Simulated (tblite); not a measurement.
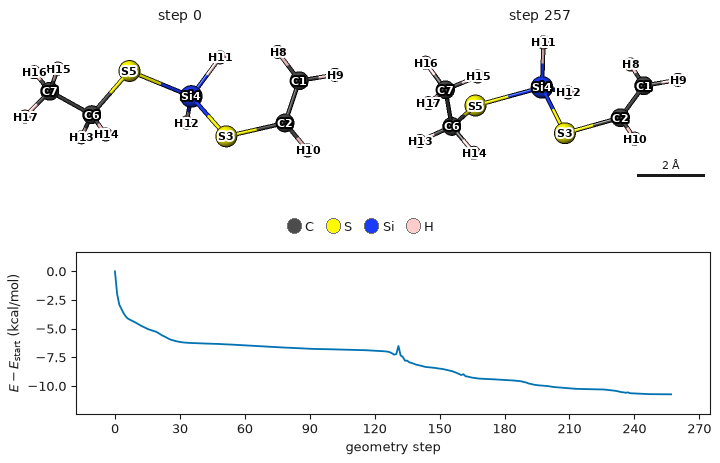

First and last geometry of a relaxation of C$_{4}$H$_{10}$S$_{2}$Si, with the history of the run. A ball-and-stick model, seen face on.

Computed with tblite 0.8.0, GFN2-xTB geometry optimisation, gas phase. 

Read the history and describe the run.

Answer. It converged. H15 moves most after the best rigid fit: 1.84 Å. Largest moves by element: H 1.84 Å, S 1.80 Å, C 1.08 Å, Si 0.41 Å. Near-neighbour distances that change, for instance: C2–S3 1.813 → 1.751 Å, C7–H16 1.117 → 1.088 Å, S3–Si4 2.131 → 2.156 Å, S5–C6 1.811 → 1.833 Å. Bond angles that change, for instance: Si4–S5–C6 112.9° → 103.4°, S5–C6–H13 113.7° → 104.3°, S5–Si4–H12 113.3° → 105.3°. Groups turn about S5–C6 by about 110°, Si4–S5 by about 90°, C2–S3 by about 55°. After 257 geometry steps the energy has fallen by 10.7 kcal/mol.
